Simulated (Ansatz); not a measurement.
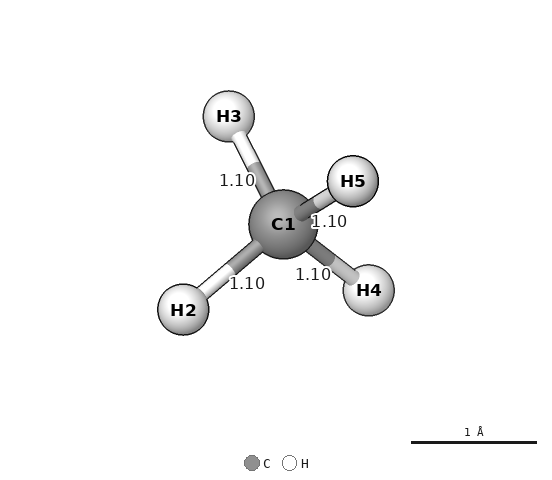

Charge 0, triplet. Geometry: a fixed input geometry, not necessarily a minimum. Basis: def2-SVP. Computed at fixed atoms with Ansatz. R, U and RO name restricted, unrestricted and restricted open-shell orbitals; core potentials come with def2 and Stuttgart sets past Kr, some runs use density fitting (about 1 meV), and each entry rests on the lowest determinant that the runs found.

```xyz
5
charge 0, multiplicity 3
C     0.0000    0.0000    0.0000
H    -0.2231   -0.3261   -1.0245
H     0.2538    1.0684   -0.0030
H     0.8487   -0.5767    0.3910
H    -0.8794   -0.1655    0.6365
```

Give total energies (hartree), correlation energies and ⟨S²⟩ of the determinant for U-MP2 (1 frozen); UHF.

| method | energy (Eh) | correlation (mEh) | ⟨S²⟩ |
| --- | --- | --- | --- |
| UHF | -39.7762 | – | 2.01 |
| U-MP2 (1 frozen) | -39.9156 | -139.5 | 2.01 |

The spin state was imposed, and no run here compares it with a lower spin, which may lie lower.
